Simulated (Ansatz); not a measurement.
# Ligand exchange: LiBr + C4H7ClSi → LiCl + C4H7BrSi

Species: LiBr, singlet; C4H7ClSi `C=C[SiH](Cl)C=C`, singlet; LiCl, singlet; C4H7BrSi `C=C[SiH](Br)C=C`, singlet. The partners trade Br for Cl: Li–Br and Si–Cl bonds give way to Li–Cl and Si–Br.

Shapes, held fixed at every level: PBE0-D4/def2-TZVP. Flexible molecules stand in one conformer, not always the lowest. Programs: Ansatz 0.2.0. Electronic energies: no zero-point or thermal term.

```tsv
level	kind	ΔE (kJ/mol)	less CCSD(T)/def2-TZVPP
HF/def2-TZVPP	Hartree–Fock	+24.6	+9.5
PBE-D4/def2-TZVPP	GGA	+11.9	-3.2
r2SCAN-D4/def2-TZVPP	meta-GGA	+15.6	+0.5
PBE0-D4/def2-TZVPP	global hybrid	+14.5	-0.6
wB97M-V/def2-TZVPP	range-separated hybrid	+16.2	+1.1
B2PLYP/def2-TZVPP	double hybrid	+15.8	+0.7
MP2/def2-TZVPP	perturbation theory	+13.5	-1.6
CCSD(T)/def2-TZVPP	coupled cluster or CI	+15.1	0.0
```

The highest level, CCSD(T)/def2-TZVPP, gives ΔE = +15.1 kJ/mol; the levels span +11.9 to +24.6. The column of differences is taken from that level and isn't an error. No measured value is set beside it here. Relativity is left out for Br unless named. Correlated rows may include outer-core shells of Br, Li, which these sets cover unevenly.

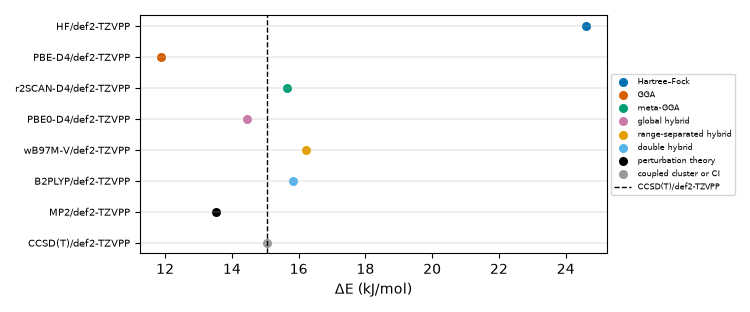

The values of the table, level by level.
